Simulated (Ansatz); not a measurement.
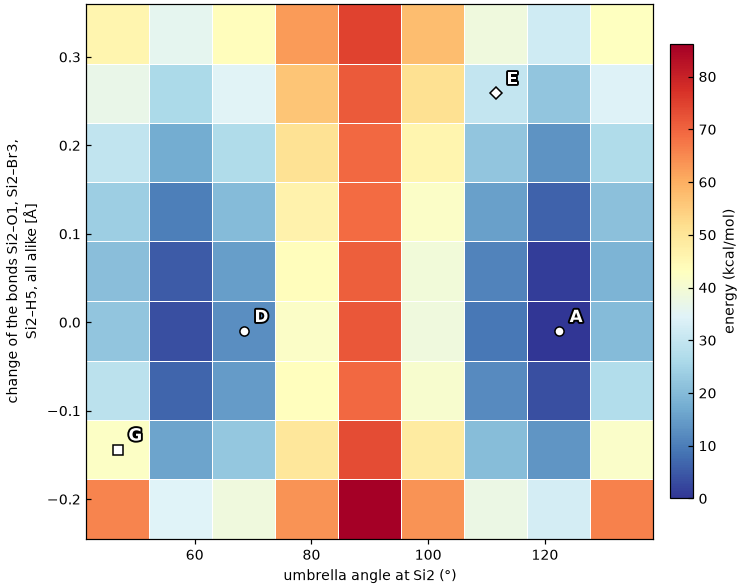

BrH₂OSi, SMILES O[SiH-]Br, charge −1. Coordinates scanned: (1) umbrella angle at Si2 (between each of its bonds and their common axis; 90 is planar); (2) change of the bonds Si2–O1, Si2–Br3, Si2–H5, all alike. Nothing is relaxed (all other coordinates rigid). The scan uses a 9 × 9 grid. Points are written as (first, second). All energies are given in kcal/mol relative to the lowest grid point. Energies and slopes of some neighbouring points disagree (a jump in structure or state, or too coarse a mesh). Theory: Ansatz, RKS PBE0-D4/def2-TZVPD.

In the figure: one coloured cell a grid point, lettered points.

### Rank the lettered points by energy, lowest first.

A (0 kcal/mol), D (13 kcal/mol), E (30 kcal/mol), G (42 kcal/mol).
